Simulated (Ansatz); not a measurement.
Cl3HOSn···H2O

The calculation's input:

```
crystal:
  periodic: [false, false, false]
  atoms:
    - { symbol: Sn, position_ang: [0.0, 0.0, 0.0] }
    - { symbol: O, position_ang: [0.0, 0.0, 2.31] }
    - { symbol: H, position_ang: [-0.9095, -0.2814, 2.6471] }
    - { symbol: Cl, position_ang: [2.2726, 0.0, -0.8025] }
    - { symbol: Cl, position_ang: [-1.1351, 1.9666, -0.8025] }
    - { symbol: O, position_ang: [-0.9232, -1.5994, -0.6527] }
    - { symbol: H, position_ang: [-1.3778, -2.065, 0.1197] }
    - { symbol: Cl, position_ang: [1.4213, 2.1433, 0.8545] }
    - { symbol: H, position_ang: [0.7379, 1.1128, 2.0705] }
basis:
  gaussian: { orbitals: def2-SVP }
hamiltonian:
  xc: blyp
  dispersion: d4
relax:
  f_tol: 0.15
  max_steps: 25
  restrain:
    - { distance: [0, 7], at: 2.41, k: 30.0 }
    - { distance: [8, 1], at: 1.01, k: 30.0 }
    - { distance: [0, 1], at: 3.16, k: 30.0 }
    - { distance: [8, 7], at: 2.57, k: 30.0 }
output:
  orbitals: {}
```

Command:

```sh
ansatz run input.yaml --threads 4 --pin off --max-ram 5120MiB --backend cpu --events-out ev --progress --plain --runs-dir out
```

The fields are those of the run's last geometry, not of the input's.

Core potentials replace the inner electrons of Sn; not at a stationary point (largest force 0.5 eV/Å).

Theory: RKS BLYP-D4/def2-SVP (Ansatz 0.2.0).

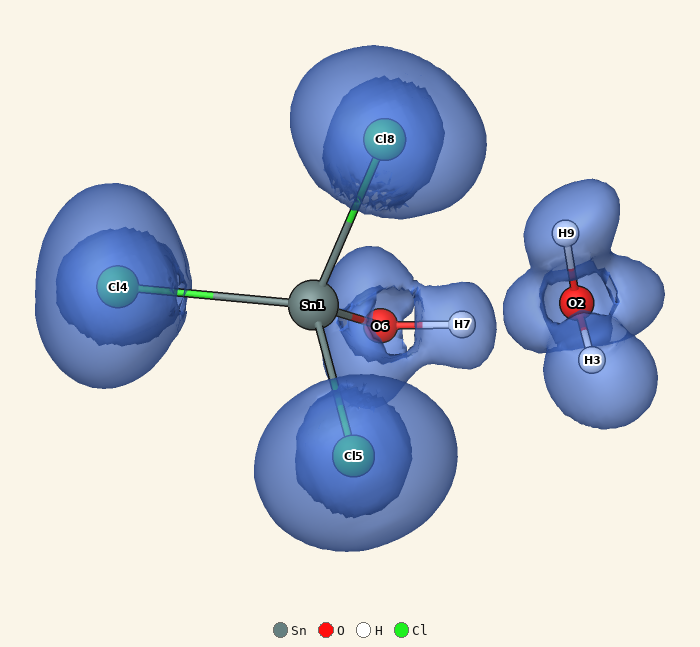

Figure 1. Isosurface of the ELF at 0.8 (blue), seen from one side. Only the valence region is drawn (cores and ρ < 0.01 e/Å³ removed).

Question: Where are the electrons localised?

Answer: The surface consists of three regions wrapped around Cl (the valence shell of each) and two joined regions spread over several atoms (H, O), in which their bonds and any lone pairs are merged. Along the contacts the grid gives the following. O2···H7 (1.92 Å): the ELF dips to about 0.10 between them (a closed-shell contact with the geometry of a hydrogen bond). Sn–O (1.99 Å): the ELF peaks at about 0.80 in the valence shell of O, 0.6 Å from its nucleus, and drops to about 0.15 between the two atoms.

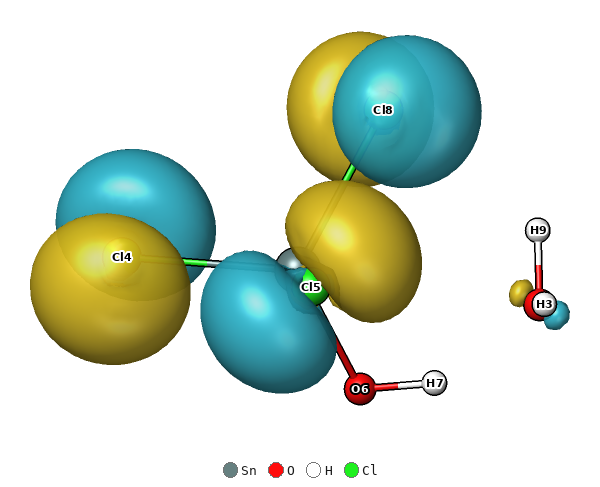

Figure 2. The HOMO−1 at ±0.1 Å⁻³ᐟ² (yellow and cyan are the two phases), seen at a tilt.

Question: What is the character of this orbital?

Answer: It lies mainly on Cl4 (about 35 %), Cl5 (about 30 %) and Cl8 (about 30 %); largely a combination of lone pairs on Cl4, Cl5 and Cl8. Its energy is −7.57 eV.

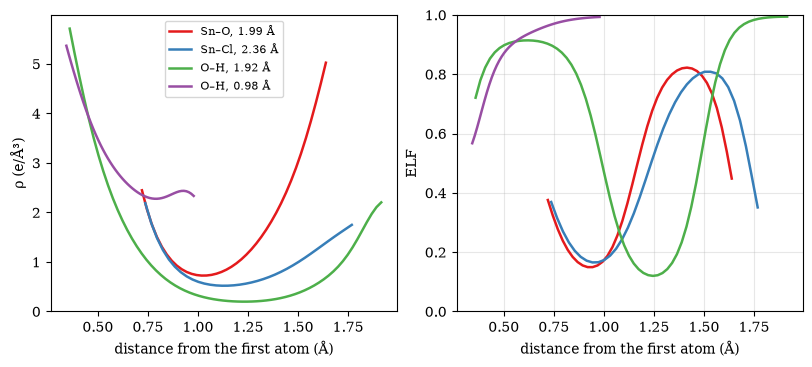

Figure 3. Electron density and ELF along straight lines between neighbouring atoms. The curves leave out the atomic cores.

Question: What can be read from the curves?

Answer: Sn–O (1.99 Å): ρ is about 0.74 e/Å³ halfway; the ELF peaks at about 0.80 in the valence shell of O, 0.6 Å from its nucleus, and drops to about 0.15 between the two atoms.
Sn–Cl (2.36 Å): ρ is about 0.53 e/Å³ halfway; the ELF peaks at about 0.80 in the valence shell of Cl, 0.8 Å from its nucleus, and drops to about 0.15 between the two atoms.
O2···H7 (1.92 Å): the density falls to about 0.2 e/Å³ on the way; the ELF dips to about 0.10 between them; a closed-shell contact with the geometry of a hydrogen bond.
O–H (0.98 Å): ρ at the midpoint is about 3.6 e/Å³; the ELF climbs to about 1 towards the hydrogen, as it does in any bond to H: an ordinary covalent bond to hydrogen.

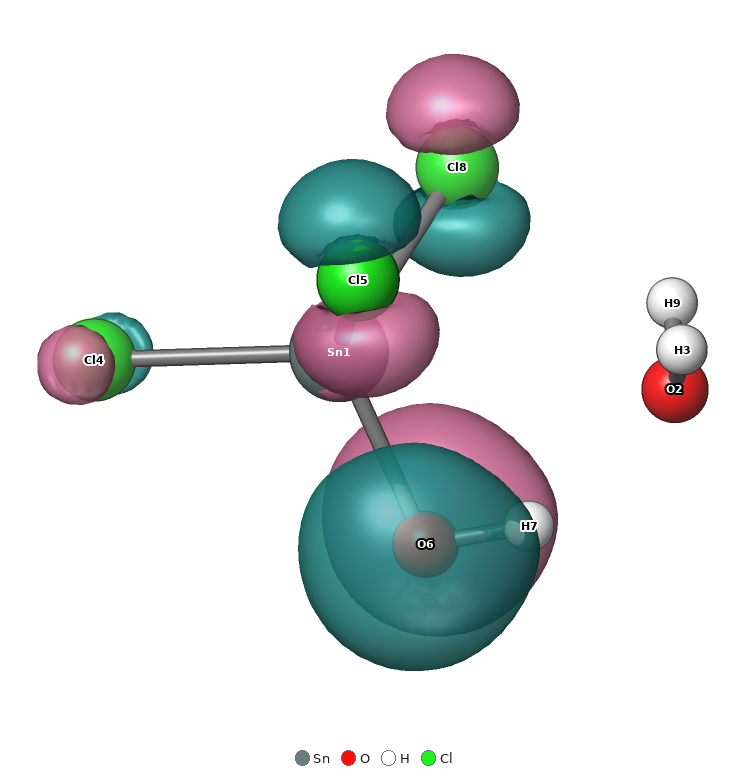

Figure 4. One frontier orbital at ±0.1 Å⁻³ᐟ² (teal and pink are the two phases), seen at a tilt.

Question: Which orbital is it: HOMO or LUMO?

Answer: The HOMO, at −7.18 eV. It lies mainly on O6 (about 75 %) and Cl5 (about 5 %); largely a lone pair of O6.
